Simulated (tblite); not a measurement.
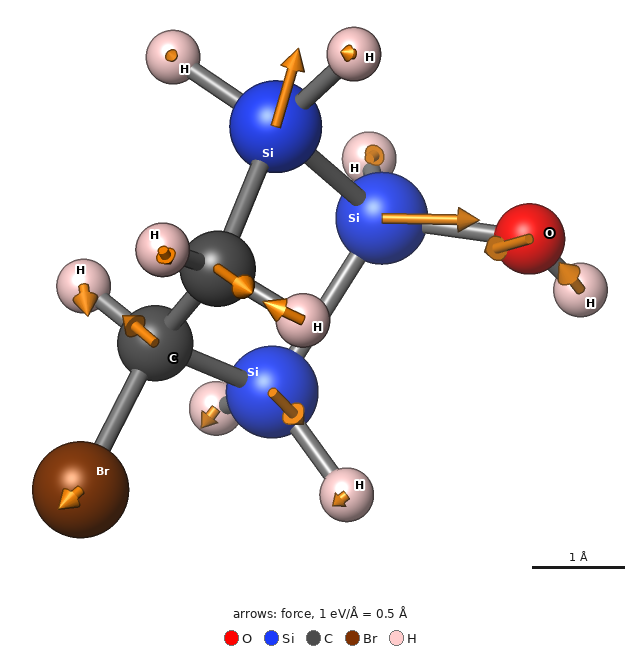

Starting geometry of C$_{2}$H$_{9}$BrOSi$_{3}$ with the computed forces as orange arrows. A ball-and-stick model, seen at a tilt.

Level of theory: GFN2-xTB geometry optimisation, gas phase in tblite 0.8.0. 

Q: What follows when this structure is relaxed?

A: It isn't relaxed: the largest force vector, on a Si atom, is 2.17 eV/Å. The final displacements have little in common with the starting forces (cosine between the two patterns 0.24). Over 93 geometry steps the energy falls by 16.6 kcal/mol. An H atom moves most after the best rigid fit: 0.55 Å. Largest moves by element: H 0.55 Å, O 0.36 Å, Si 0.23 Å, C 0.12 Å, Br 0.09 Å. Some distances before and after: Si–Si 2.243 → 2.322 Å, O–Si 1.709 → 1.633 Å, C–Si 1.861 → 1.927 Å, Br–C 1.931 → 1.996 Å. Among the angles between lasting bonds that change: Si–Si–H 105.8° → 122.3°, Si–Si–H 112.4° → 122.6°, H–Si–H 115.1° → 105.8°. The run took 1.5 s on 1 thread of Arm Neoverse N1, with other jobs on the host.
